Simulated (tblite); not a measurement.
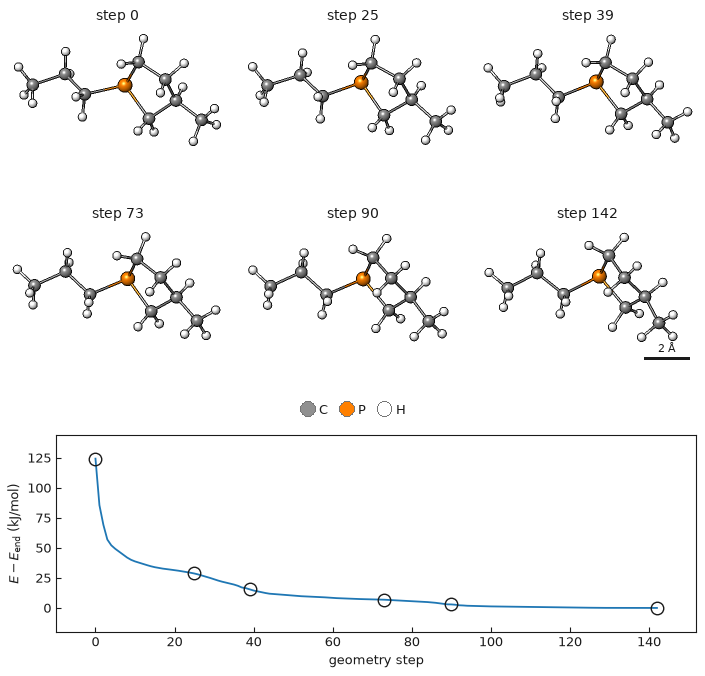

Frames of a relaxation of C$_{8}$H$_{17}$P, marked on the history of the run. Style: ball-and-stick. Shown at a tilt.

Method: tblite, GFN2-xTB geometry optimisation, gas phase. 

What happens along the run?

The largest moves after the best rigid fit, 1.22 Å, are those of H atoms. Largest moves by element: H 1.22 Å, C 0.81 Å, P 0.79 Å. Among the contacts that change: C–C 1.488 → 1.528 Å, C–H 1.127 → 1.092 Å, C–P 1.841 → 1.867 Å, C–P 1.892 → 1.871 Å. Among the angles between lasting bonds that change: C–P–C 113.1° → 99.1°, C–P–C 111.9° → 98.1°, P–C–C 95.7° → 107.9°. Groups turn about C–C by about 50°, C–C by about 35°, C–P by about 35°. After 142 geometry steps the energy has fallen by 124.3 kJ/mol. Cost: 7.7 s on 1 thread of Intel(R) Xeon(R) Processor @ 2.50GHz, on a shared host. From step 0 to 25: an H atom moves most (0.33 Å), energy −95.6 kJ/mol. From step 25 to 39: an H atom moves most (0.55 Å), energy −13.2 kJ/mol. From step 39 to 73: an H atom moves most (0.38 Å), energy −8.61 kJ/mol. From step 73 to 90: an H atom moves most (0.44 Å), energy −3.93 kJ/mol. From step 90 to 142: H atoms move most (0.33 Å), energy −2.94 kJ/mol.
